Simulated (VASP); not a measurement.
Data:

```yaml
crystal:
  lattice:
    - [1.36577, -2.36559, 0.00000]
    - [1.36577, 2.36559, 0.00000]
    - [0.00000, 0.00000, 4.30407]
  atoms:
    - { symbol: Ru, position: [0.33333, 0.66667, 0.25000] }
    - { symbol: Ru, position: [0.66667, 0.33333, 0.75000] }
```

Computed with revPBE GGA, VASP's PBE PAW potentials (set 64) (plane waves; VASP). Settings: 520 eV cut-off, 17×17×10 Γ-centred mesh, tetrahedra with Blöchl corrections, potentials Ru_pv.

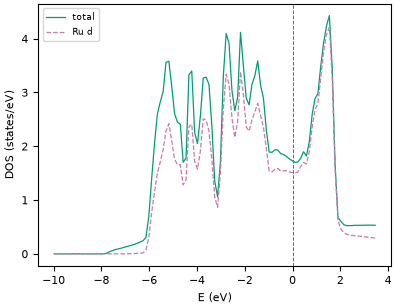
Figure. Total and projected density of states, zero at the Fermi level

Within 2 eV below the Fermi level the largest weight inside VASP's projection spheres is Ru d.

It has no gap at this level: it comes out as a metal or semimetal.

The compound is Ru in the hcp structure. It was relaxed first.
